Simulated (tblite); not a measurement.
Geometry relaxation, with input and output: C8H6ClN3

System: C8H6ClN3.
Method: GFN2-xTB geometry optimisation, gas phase (tblite 0.8.0).

It belongs to a series of runs on one base structure; here: nPr replaced by 4-ClC6H4.

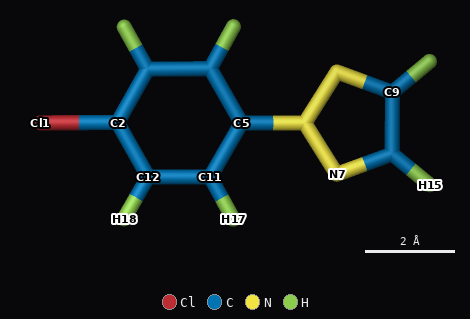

Fig. 1: The starting structure (stick view, seen on its broad side; atoms are numbered from 1 in the order of the input). Bond lengths as drawn: C–C 1.38 to 1.41 Å, C–Cl 1.74 Å, C–H 1.08 to 1.09 Å, C–N 1.33 to 1.42 Å and N–N 1.36 Å.

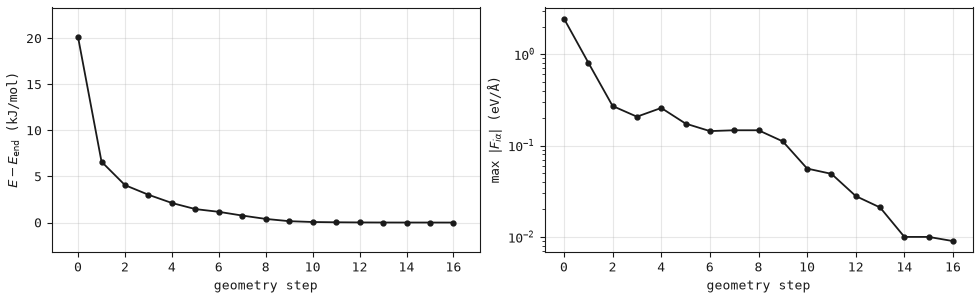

Fig. 2: Progress of the relaxation, step by step (steps are counted from 0).

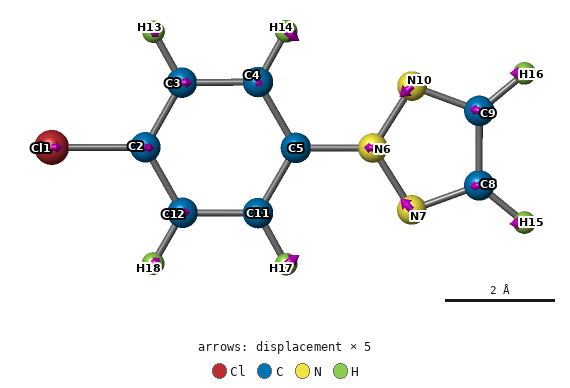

Fig. 3: The starting structure with the displacements as pink arrows, magnified 5 times (ball-and-stick view, seen on its broad side). The two geometries are laid on each other by the best rigid fit. The energy falls by 20.1 kJ/mol in 16 geometry steps. Largest force component: 2.5 eV/Å at the start, 0.009 eV/Å at the end. N10 moves most after the best rigid fit: 0.063 Å. By element the largest moves are N 0.063 Å, H 0.061 Å, Cl 0.042 Å, C 0.040 Å. Distances before and after: N6–N10 1.361 → 1.318 Å, C5–N6 1.425 → 1.392 Å, C3–C4 1.409 → 1.381 Å, C4–C5 1.412 → 1.391 Å. Among the angles that change: N6–N10–C9 102.0° → 104.7°, C5–C4–H14 121.3° → 119.2°, N7–C8–C9 110.2° → 108.0°. (Atoms are counted from 1 in the order of the input.)

The input and output of the run follow.

### Input file
```
{"job": {"kind": "relax", "xc": "GFN2-xTB", "basis": "xTB"}, "charge": 0, "multiplicity": 1}
Cl     4.630600    -0.031600     0.483700
C      2.906000    -0.013600     0.294800
C      2.247200     1.190800     0.162900
C      0.847100     1.214100     0.004500
C      0.131900    -0.002700     0.019700
N     -1.284200     0.007000    -0.138900
N     -2.015100    -1.135900    -0.146800
C     -3.251100    -0.672100    -0.297300
C     -3.234900     0.713300    -0.384200
N     -1.991200     1.162100    -0.277100
C      0.814600    -1.219000     0.157100
C      2.204000    -1.225400     0.306500
H      2.782100     2.133800     0.169500
H      0.341300     2.160700    -0.101800
H     -4.094400    -1.354600    -0.344800
H     -4.059100     1.414300    -0.501500
H      0.284100    -2.162400     0.164300
H      2.732200    -2.172400     0.418000
```

The first line tells a small driver script what to run in tblite; the rest is the geometry in Å.

Command:
```bash
OMP_NUM_THREADS=1 python <driver script> task.json out
```

### The program's output
```
step      E/eV     max force
  0    -911.14222    2.475
  1    -911.28229    0.829
  2    -911.30865    0.329
  3    -911.31949    0.271
  4    -911.32875    0.314
  5    -911.33561    0.196
  6    -911.33870    0.170
  7    -911.34290    0.151
  8    -911.34666    0.180
  9    -911.34921    0.114
 10    -911.35013    0.056
 11    -911.35045    0.049
 12    -911.35062    0.030
 13    -911.35070    0.022
 14    -911.35073    0.012
 15    -911.35074    0.010
 16    -911.35076    0.010
```

### Trajectory as extended XYZ (Å, eV, eV/Å), 12 of the 17 frames kept, from step=0 to step=16
```
18
Properties=species:S:1:pos:R:3:forces:R:3 step=0 energy=-911.14222
Cl    4.6306   -0.0316    0.4837   -0.1700  -0.0050  -0.0290
C     2.9060   -0.0136    0.2948   -0.0510  -0.6010   0.1410
C     2.2472    1.1908    0.1629   -1.2000   0.3360  -0.2090
C     0.8471    1.2141    0.0045    0.6200  -0.8580   0.2490
C     0.1319   -0.0027    0.0197   -0.3310   0.4410  -0.2340
N    -1.2842    0.0070   -0.1389    0.5310   0.0750   0.1030
N    -2.0151   -1.1359   -0.1468    0.1610   2.4180  -0.0930
C    -3.2511   -0.6721   -0.2973   -0.1750  -1.2260  -0.0070
C    -3.2349    0.7133   -0.3842   -0.2040   1.2470  -0.0060
N    -1.9912    1.1621   -0.2771    0.3160  -2.4510   0.1340
C     0.8146   -1.2190    0.1571    0.5250   0.2590   0.1160
C     2.2040   -1.2254    0.3065   -0.3830   0.2180  -0.1340
H     2.7821    2.1338    0.1695   -0.0160  -0.2370  -0.0130
H     0.3413    2.1607   -0.1018   -0.0960  -0.1590  -0.0090
H    -4.0944   -1.3546   -0.3448    0.3440   0.3270   0.0170
H    -4.0591    1.4143   -0.5015    0.3690  -0.4180   0.0380
H     0.2841   -2.1624    0.1643   -0.0760   0.2420  -0.0240
H     2.7322   -2.1724    0.4180   -0.1630   0.3900  -0.0410
18
Properties=species:S:1:pos:R:3:forces:R:3 step=1 energy=-911.28229
Cl    4.6281   -0.0317    0.4833   -0.1990  -0.0050  -0.0290
C     2.9053   -0.0222    0.2968   -0.2720   0.2290   0.0420
C     2.2300    1.1956    0.1599    0.2100  -0.3590   0.0060
C     0.8559    1.2018    0.0081   -0.4470   0.1070   0.0340
C     0.1271    0.0036    0.0164    0.1330  -0.3020  -0.0860
N    -1.2766    0.0081   -0.1374    0.1140   0.0700   0.0370
N    -2.0128   -1.1013   -0.1481    0.2820   0.3400   0.0330
C    -3.2536   -0.6896   -0.2974    0.1650   0.8090  -0.0740
C    -3.2378    0.7311   -0.3843    0.2380  -0.7760   0.1310
N    -1.9867    1.1271   -0.2752    0.2610  -0.3640   0.0250
C     0.8221   -1.2153    0.1588   -0.3770   0.3240  -0.0110
C     2.1985   -1.2223    0.3046    0.1150   0.0170  -0.0420
H     2.7819    2.1304    0.1693   -0.1090  -0.2400  -0.0230
H     0.3400    2.1585   -0.1020    0.0730  -0.4650   0.0310
H    -4.0894   -1.3500   -0.3446   -0.0120  -0.1390   0.0050
H    -4.0538    1.4084   -0.5010   -0.0080   0.0940  -0.0220
H     0.2831   -2.1590    0.1639    0.0060   0.3320  -0.0190
H     2.7299   -2.1669    0.4174   -0.1720   0.3280  -0.0390
18
Properties=species:S:1:pos:R:3:forces:R:3 step=3 energy=-911.31949
Cl    4.6208   -0.0317    0.4822   -0.1480   0.0020  -0.0190
C     2.8984   -0.0199    0.2989   -0.0470   0.0060   0.0300
C     2.2276    1.1887    0.1588   -0.1280  -0.0190  -0.0130
C     0.8487    1.1991    0.0105    0.0230  -0.0960   0.0350
C     0.1290   -0.0001    0.0127   -0.0080   0.0250  -0.0380
N    -1.2708    0.0090   -0.1359    0.0240  -0.0140   0.0060
N    -2.0031   -1.0899   -0.1470    0.0050  -0.1450   0.0180
C    -3.2517   -0.6762   -0.2994    0.1860  -0.1580   0.0220
C    -3.2348    0.7186   -0.3811    0.2070   0.1720   0.0320
N    -1.9762    1.1162   -0.2742    0.0170   0.1600  -0.0080
C     0.8169   -1.2080    0.1593    0.0100   0.0220   0.0020
C     2.1962   -1.2186    0.3023   -0.1230   0.0650  -0.0280
H     2.7781    2.1214    0.1685   -0.0770  -0.1530  -0.0220
H     0.3401    2.1450   -0.1013   -0.1110  -0.1230  -0.0010
H    -4.0853   -1.3512   -0.3442    0.1730   0.0190   0.0130
H    -4.0494    1.4077   -0.5011    0.1680  -0.0410   0.0080
H     0.2822   -2.1474    0.1632   -0.0920   0.1520  -0.0160
H     2.7246   -2.1565    0.4161   -0.0790   0.1260  -0.0190
18
Properties=species:S:1:pos:R:3:forces:R:3 step=4 energy=-911.32875
Cl    4.6143   -0.0317    0.4813   -0.0850   0.0040  -0.0090
C     2.8946   -0.0189    0.3005   -0.0180  -0.0360   0.0060
C     2.2233    1.1856    0.1580   -0.0870   0.0380   0.0070
C     0.8466    1.1956    0.0123    0.0420  -0.0390  -0.0020
C     0.1295   -0.0006    0.0103   -0.0840   0.0370   0.0000
N    -1.2679    0.0088   -0.1352    0.0040  -0.0020  -0.0100
N    -1.9988   -1.0900   -0.1460   -0.0140  -0.1240   0.0050
C    -3.2471   -0.6747   -0.2998    0.1820  -0.2520   0.0470
C    -3.2294    0.7177   -0.3792    0.1740   0.2580   0.0000
N    -1.9712    1.1171   -0.2740    0.0070   0.1160   0.0050
C     0.8154   -1.2049    0.1597    0.0140  -0.0230  -0.0190
C     2.1918   -1.2153    0.3007   -0.0530   0.0270   0.0050
H     2.7748    2.1141    0.1677   -0.0400  -0.0420  -0.0210
H     0.3375    2.1368   -0.1010   -0.1590   0.0010  -0.0100
H    -4.0793   -1.3511   -0.3437    0.1550   0.0210   0.0100
H    -4.0433    1.4063   -0.5009    0.1440  -0.0240   0.0090
H     0.2797   -2.1390    0.1625   -0.1440   0.0160  -0.0140
H     2.7206   -2.1495    0.4152   -0.0390   0.0260  -0.0100
18
Properties=species:S:1:pos:R:3:forces:R:3 step=6 energy=-911.33870
Cl    4.6034   -0.0315    0.4799    0.0230   0.0030   0.0060
C     2.8887   -0.0187    0.3023   -0.0270  -0.0070  -0.0240
C     2.2159    1.1827    0.1578    0.0140   0.0520   0.0230
C     0.8434    1.1917    0.0138   -0.0590   0.0870  -0.0450
C     0.1271   -0.0007    0.0080    0.0020  -0.0020   0.0460
N    -1.2637    0.0086   -0.1348    0.0360   0.0030  -0.0100
N    -1.9912   -1.0937   -0.1445    0.0650   0.0260  -0.0050
C    -3.2347   -0.6774   -0.2984    0.0480  -0.0080   0.0300
C    -3.2162    0.7215   -0.3767    0.0270   0.0050  -0.0170
N    -1.9624    1.1211   -0.2731    0.0580  -0.0430   0.0220
C     0.8123   -1.2021    0.1588   -0.0660  -0.0630  -0.0320
C     2.1851   -1.2111    0.2993    0.0060  -0.0650   0.0310
H     2.7694    2.1052    0.1656    0.0120   0.1060  -0.0160
H     0.3268    2.1271   -0.1012   -0.1440   0.0780  -0.0110
H    -4.0659   -1.3512   -0.3426    0.0730  -0.0180   0.0060
H    -4.0305    1.4050   -0.5005    0.0630   0.0360   0.0030
H     0.2694   -2.1292    0.1609   -0.1430  -0.0910  -0.0110
H     2.7144   -2.1410    0.4137    0.0100  -0.0980   0.0040
18
Properties=species:S:1:pos:R:3:forces:R:3 step=7 energy=-911.34290
Cl    4.5994   -0.0312    0.4795    0.0390   0.0020   0.0080
C     2.8854   -0.0188    0.3022   -0.0630   0.0080  -0.0220
C     2.2127    1.1834    0.1586    0.0080   0.0480   0.0060
C     0.8403    1.1929    0.0128   -0.0530   0.0990  -0.0290
C     0.1260   -0.0006    0.0086    0.0940  -0.0100   0.0370
N    -1.2610    0.0085   -0.1350    0.0680   0.0020   0.0050
N    -1.9857   -1.0953   -0.1440    0.0820   0.0770  -0.0040
C    -3.2271   -0.6792   -0.2966   -0.0280   0.1390  -0.0010
C    -3.2089    0.7235   -0.3763   -0.0330  -0.1470  -0.0050
N    -1.9568    1.1223   -0.2720    0.0600  -0.0810   0.0140
C     0.8089   -1.2033    0.1572   -0.0470  -0.0730  -0.0090
C     2.1820   -1.2115    0.2998   -0.0170  -0.0750   0.0170
H     2.7675    2.1050    0.1641    0.0130   0.1120  -0.0110
H     0.3166    2.1258   -0.1017   -0.0930   0.0520  -0.0070
H    -4.0572   -1.3518   -0.3420    0.0240  -0.0430   0.0050
H    -4.0226    1.4058   -0.5001    0.0230   0.0570   0.0000
H     0.2596   -2.1282    0.1599   -0.0910  -0.0610  -0.0130
H     2.7121   -2.1408    0.4132    0.0130  -0.1060   0.0060
18
Properties=species:S:1:pos:R:3:forces:R:3 step=9 energy=-911.34921
Cl    4.5942   -0.0307    0.4793   -0.0320  -0.0010   0.0010
C     2.8767   -0.0191    0.3011   -0.0710   0.0100   0.0000
C     2.2074    1.1881    0.1597    0.0100   0.0250  -0.0290
C     0.8342    1.1992    0.0102    0.0070   0.0390   0.0230
C     0.1295   -0.0003    0.0115    0.1110  -0.0090  -0.0110
N    -1.2531    0.0084   -0.1351    0.0540   0.0060   0.0250
N    -1.9742   -1.0947   -0.1434    0.0130   0.0450   0.0030
C    -3.2159   -0.6784   -0.2937   -0.0540   0.0940  -0.0330
C    -3.1984    0.7228   -0.3758   -0.0480  -0.1020   0.0140
N    -1.9460    1.1211   -0.2698    0.0050  -0.0280  -0.0140
C     0.8022   -1.2096    0.1547    0.0240  -0.0330   0.0380
C     2.1760   -1.2164    0.3013   -0.0040  -0.0340  -0.0150
H     2.7649    2.1105    0.1612   -0.0080   0.0380   0.0000
H     0.2952    2.1269   -0.1029    0.0080  -0.0240   0.0010
H    -4.0415   -1.3550   -0.3406   -0.0200  -0.0490   0.0050
H    -4.0080    1.4097   -0.4995    0.0000   0.0410   0.0000
H     0.2391   -2.1298    0.1574    0.0090   0.0260  -0.0140
H     2.7090   -2.1462    0.4127   -0.0040  -0.0450   0.0050
18
Properties=species:S:1:pos:R:3:forces:R:3 step=10 energy=-911.35013
Cl    4.5932   -0.0307    0.4793   -0.0560  -0.0010  -0.0020
C     2.8742   -0.0191    0.3008   -0.0360   0.0100   0.0030
C     2.2070    1.1898    0.1593    0.0240   0.0120  -0.0240
C     0.8338    1.2011    0.0102    0.0090   0.0060   0.0240
C     0.1322   -0.0003    0.0118    0.0490  -0.0090  -0.0150
N    -1.2511    0.0085   -0.1346    0.0190   0.0060   0.0170
N    -1.9727   -1.0935   -0.1434   -0.0050   0.0060   0.0050
C    -3.2156   -0.6772   -0.2939   -0.0310  -0.0130  -0.0220
C    -3.1981    0.7213   -0.3756   -0.0320   0.0080   0.0070
N    -1.9449    1.1201   -0.2697   -0.0010   0.0080  -0.0130
C     0.8019   -1.2114    0.1551    0.0130   0.0020   0.0310
C     2.1753   -1.2182    0.3014    0.0250  -0.0230  -0.0110
H     2.7646    2.1126    0.1608   -0.0100   0.0150   0.0010
H     0.2923    2.1273   -0.1030    0.0150  -0.0280   0.0020
H    -4.0399   -1.3564   -0.3403   -0.0040  -0.0290   0.0050
H    -4.0061    1.4111   -0.4994    0.0140   0.0200   0.0020
H     0.2363   -2.1302    0.1567    0.0150   0.0290  -0.0120
H     2.7087   -2.1485    0.4128   -0.0080  -0.0180   0.0030
18
Properties=species:S:1:pos:R:3:forces:R:3 step=12 energy=-911.35062
Cl    4.5906   -0.0307    0.4793   -0.0270   0.0000   0.0000
C     2.8723   -0.0189    0.3008    0.0090  -0.0010  -0.0020
C     2.2077    1.1909    0.1581    0.0000   0.0020  -0.0070
C     0.8345    1.2017    0.0113    0.0110  -0.0140   0.0050
C     0.1347   -0.0005    0.0113   -0.0220   0.0020   0.0000
N    -1.2500    0.0088   -0.1338   -0.0150   0.0010   0.0000
N    -1.9728   -1.0927   -0.1432   -0.0070  -0.0090   0.0030
C    -3.2165   -0.6771   -0.2949    0.0080  -0.0280  -0.0020
C    -3.1990    0.7210   -0.3753    0.0120   0.0270  -0.0030
N    -1.9450    1.1198   -0.2703   -0.0080   0.0090  -0.0010
C     0.8028   -1.2119    0.1566    0.0070   0.0130   0.0050
C     2.1761   -1.2195    0.3009    0.0080  -0.0030   0.0000
H     2.7643    2.1142    0.1608    0.0010   0.0100  -0.0010
H     0.2923    2.1265   -0.1030    0.0020  -0.0050   0.0020
H    -4.0400   -1.3583   -0.3400    0.0080  -0.0150   0.0030
H    -4.0054    1.4127   -0.4993    0.0090   0.0150   0.0020
H     0.2363   -2.1292    0.1561    0.0030   0.0070  -0.0060
H     2.7085   -2.1503    0.4130    0.0020  -0.0100   0.0020
18
Properties=species:S:1:pos:R:3:forces:R:3 step=13 energy=-911.35070
Cl    4.5892   -0.0307    0.4792   -0.0040   0.0000   0.0020
C     2.8719   -0.0189    0.3008    0.0080  -0.0050  -0.0050
C     2.2078    1.1911    0.1576   -0.0010   0.0010  -0.0010
C     0.8348    1.2015    0.0116   -0.0010  -0.0090  -0.0020
C     0.1348   -0.0006    0.0112   -0.0210   0.0040   0.0070
N    -1.2500    0.0089   -0.1336   -0.0100  -0.0010  -0.0020
N    -1.9728   -1.0928   -0.1431   -0.0050  -0.0030   0.0010
C    -3.2164   -0.6775   -0.2952    0.0080  -0.0060   0.0020
C    -3.1988    0.7213   -0.3752    0.0050   0.0060  -0.0060
N    -1.9450    1.1200   -0.2704   -0.0030   0.0010   0.0030
C     0.8031   -1.2117    0.1571    0.0000   0.0060  -0.0020
C     2.1763   -1.2198    0.3008    0.0000   0.0030   0.0030
H     2.7641    2.1147    0.1607    0.0010   0.0050  -0.0020
H     0.2921    2.1260   -0.1029    0.0010   0.0000   0.0020
H    -4.0396   -1.3591   -0.3398    0.0080  -0.0100   0.0020
H    -4.0048    1.4134   -0.4993    0.0070   0.0130   0.0010
H     0.2362   -2.1287    0.1557    0.0020   0.0010  -0.0040
H     2.7084   -2.1508    0.4131    0.0030  -0.0060   0.0020
18
Properties=species:S:1:pos:R:3:forces:R:3 step=15 energy=-911.35074
Cl    4.5884   -0.0307    0.4793    0.0100   0.0000   0.0030
C     2.8718   -0.0190    0.3005   -0.0010  -0.0010  -0.0040
C     2.2077    1.1912    0.1574    0.0000  -0.0010   0.0000
C     0.8347    1.2013    0.0117   -0.0050   0.0010  -0.0020
C     0.1342   -0.0005    0.0115    0.0010   0.0010   0.0060
N    -1.2502    0.0089   -0.1335    0.0000  -0.0010   0.0010
N    -1.9727   -1.0929   -0.1430   -0.0020   0.0020   0.0000
C    -3.2161   -0.6778   -0.2952   -0.0040   0.0060   0.0000
C    -3.1985    0.7215   -0.3755   -0.0070  -0.0060  -0.0040
N    -1.9449    1.1201   -0.2703    0.0000  -0.0030   0.0020
C     0.8030   -1.2115    0.1571   -0.0040  -0.0010  -0.0030
C     2.1763   -1.2199    0.3008   -0.0020   0.0020   0.0010
H     2.7640    2.1151    0.1606   -0.0030  -0.0030  -0.0020
H     0.2918    2.1257   -0.1028    0.0030   0.0010   0.0020
H    -4.0388   -1.3600   -0.3396    0.0060  -0.0070   0.0010
H    -4.0039    1.4144   -0.4992    0.0050   0.0080   0.0000
H     0.2359   -2.1283    0.1554    0.0030   0.0000  -0.0020
H     2.7083   -2.1512    0.4132   -0.0020   0.0030   0.0010
18
Properties=species:S:1:pos:R:3:forces:R:3 step=16 energy=-911.35076
Cl    4.5885   -0.0307    0.4795    0.0090   0.0000   0.0020
C     2.8719   -0.0190    0.3003   -0.0020   0.0020  -0.0010
C     2.2077    1.1912    0.1573   -0.0010  -0.0030  -0.0010
C     0.8346    1.2012    0.0116   -0.0010   0.0040   0.0000
C     0.1339   -0.0004    0.0118    0.0070  -0.0020   0.0020
N    -1.2503    0.0088   -0.1335    0.0030   0.0000   0.0030
N    -1.9728   -1.0930   -0.1430    0.0000   0.0020   0.0010
C    -3.2161   -0.6778   -0.2952   -0.0080   0.0050  -0.0020
C    -3.1985    0.7215   -0.3757   -0.0050  -0.0050  -0.0010
N    -1.9449    1.1201   -0.2703   -0.0010  -0.0020   0.0000
C     0.8029   -1.2113    0.1571   -0.0010  -0.0020  -0.0010
C     2.1763   -1.2199    0.3009   -0.0020   0.0010  -0.0010
H     2.7639    2.1152    0.1604   -0.0040  -0.0050  -0.0030
H     0.2919    2.1256   -0.1027    0.0020   0.0010   0.0020
H    -4.0384   -1.3605   -0.3396    0.0030  -0.0050   0.0000
H    -4.0035    1.4149   -0.4991    0.0030   0.0060   0.0000
H     0.2360   -2.1283    0.1552    0.0020  -0.0010  -0.0020
H     2.7083   -2.1513    0.4133   -0.0040   0.0060   0.0000
```

### Key numbers

```csv
quantity,value
outcome,converged
total energy,−911.3508 eV
hardware,"1 CPU thread, shared host"
peak memory,0.18 GiB
```
